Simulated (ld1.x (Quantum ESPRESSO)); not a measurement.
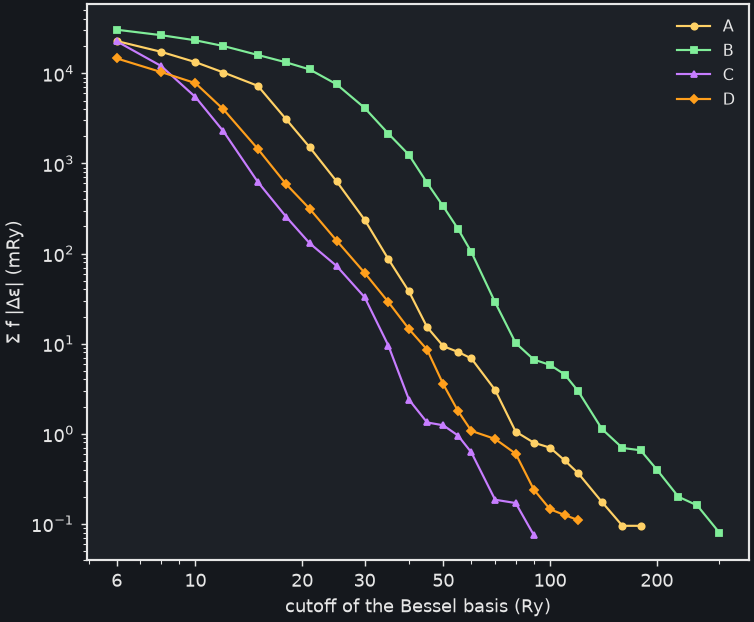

The occupation-weighted error of the valence levels in a spherical-Bessel basis for 4 variants of one potential.

Base settings:

Input of ld1.x (Quantum ESPRESSO) 7.5:

```
 &input
   title='Co', zed=27., rel=1, dft='PBE', iswitch=3,
   config='[Ar] 3d7.5 4s1.5 4p0',
   nld=3, rlderiv=1.95, eminld=-9.0, emaxld=5.0, deld=0.04
 /
 &inputp
   pseudotype=3, lpaw=.true., tm=.true., lloc=-1, rcloc=1.45,
   nlcc=.false.,
   which_augfun='BESSEL', rmatch_augfun=1.05,
   file_pseudopw='Co.UPF', file_wfcaegen='ae.wfc', file_wfcncgen='nc.wfc', file_beta='beta', file_chi='chi', file_wfcusgen='us.wfc'
 /
6
3S  1  0   2.00   0.00  1.05  1.15  0.0
4S  2  0   1.50   0.00  1.05  1.15  0.0
3P  2  1   6.00   0.00  1.15  1.30  0.0
4P  3  1   0.00   0.00  1.15  1.30  0.0
3D  3  2   7.50   0.00  1.35  1.80  0.0
3D  3  2   0.00   4.85  1.35  1.80  0.0
 &test
   configts(1)='3s2 3p6 3d7.5 4s1.5 4p0'
 /
```

Run as:
```bash
ld1.x < Co.in > Co.out
```

Functional and relativity: PBE, scalar-relativistic.

> The variants differ in the scale factor on all radii: 0.78, 1.03, 1.21, 1.40. Which curve belongs to which value?

A: 1.03; B: 0.78; C: 1.40; D: 1.21.
